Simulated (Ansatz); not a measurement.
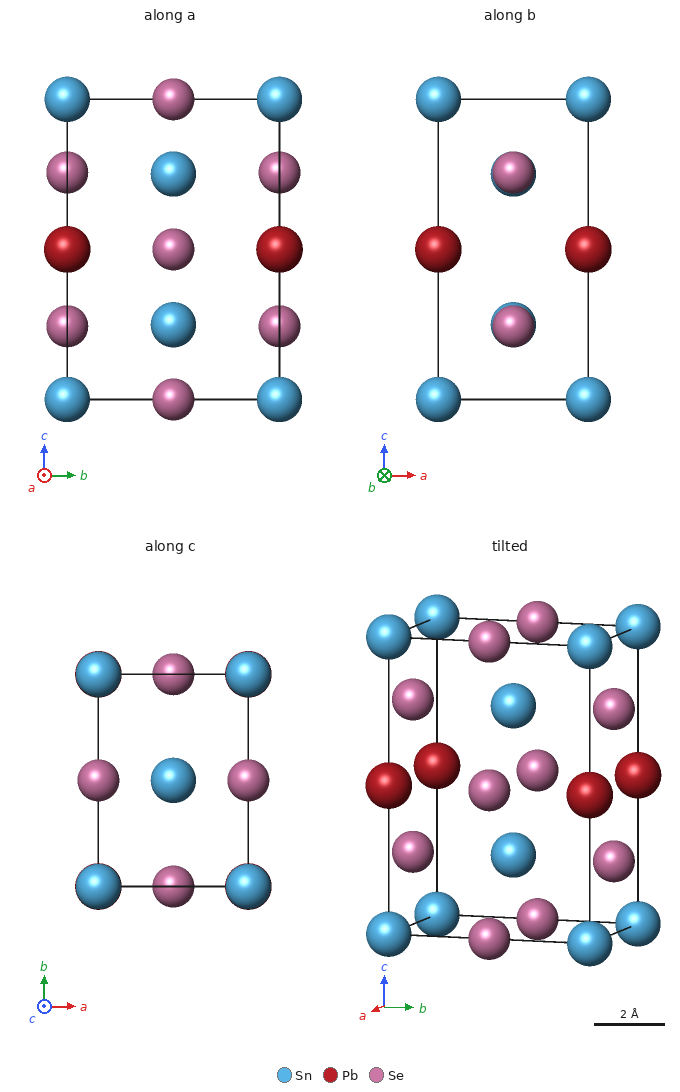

The image is a spheres-only drawing of a crystal, viewed along the a axis, along the b axis, along the c axis and slightly off an axis. The outline marks the conventional unit cell.

Lattice parameters: a = 4.311 Å, b = 6.103 Å, c = 8.629 Å, α = 90.00°, β = 90.00°, γ = 90.00°.

Write the structure as a table of Wyckoff sites, with free fractional coordinates to two decimals.

Answer. Space group Pmmm (No. 47).
```json
{"atom": "Sn", "site": "2t", "x": "0.50", "y": "0.50", "z": "0.75"}
{"atom": "Sn", "site": "1a", "x": "0.00", "y": "0.00", "z": "0.00"}
{"atom": "Pb", "site": "1c", "x": "0.00", "y": "0.00", "z": "0.50"}
{"atom": "Se", "site": "2s", "x": "0.50", "y": "0.00", "z": "0.76"}
{"atom": "Se", "site": "1e", "x": "0.00", "y": "0.50", "z": "0.00"}
{"atom": "Se", "site": "1g", "x": "0.00", "y": "0.50", "z": "0.50"}
```

It derives from a structure type filled with these elements by a generator (whether the compound takes this form wasn't checked). Earlier steps of the study may have refined or changed the cell and positions. It was set up as input for a calculation with Ansatz.
